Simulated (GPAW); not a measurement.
Band structure of Mo (Im-3m, 1 atom in the cell).

```
CELL_PARAMETERS angstrom
     -1.57500     1.57500     1.57500
      1.57500    -1.57500     1.57500
      1.57500     1.57500    -1.57500
ATOMIC_POSITIONS crystal
  Mo 0.00000 0.00000 0.00000
```

Level of theory: PBE, GPAW PAW datasets PBE (gpaw-data 1.0.1) (plane waves; GPAW).

Settings: mode = pw; ecut = 600 eV; xc = PBE; kpts = 10 10 10; mesh shift (steps) = 0 0 0; occupations.name = methfessel-paxton; occupations.width = 0.05 eV; occupations.order = 0; nbands = -7; symmetry.symmorphic = false; symmetry.tolerance = 0.0005; maxiter = 120; bandpath_npoints = 40.

The starting cell has typed, rounded lattice constants, without a prior relaxation at this level. Spin polarisation is off.

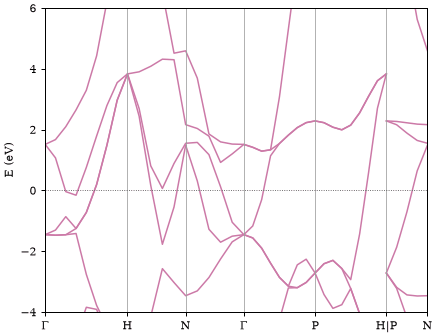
Figure: Bands along the path, energies from the Fermi level.

Levels in eV from the Fermi level, bands 4 to 11:
```json
[
 {"point": "Γ", "4": "-34.74", "5": "-7.30", "6": "-1.46", "7": "-1.46", "8": "-1.46", "9": "1.51", "10": "1.51", "11": "15.01"},
 {"point": "H", "4": "-35.68", "5": "-5.49", "6": "-5.49", "7": "3.83", "8": "3.83", "9": "3.83", "10": "8.99", "11": "8.99"},
 {"point": "N", "4": "-34.75", "5": "-5.37", "6": "-3.47", "7": "1.49", "8": "1.55", "9": "2.16", "10": "4.59", "11": "11.49"},
 {"point": "P", "4": "-35.43", "5": "-2.72", "6": "-2.72", "7": "-2.72", "8": "2.28", "9": "2.28", "10": "9.58", "11": "11.42"}
]
```

Bands cross the Fermi level along this path, so the cell is metallic at this level.
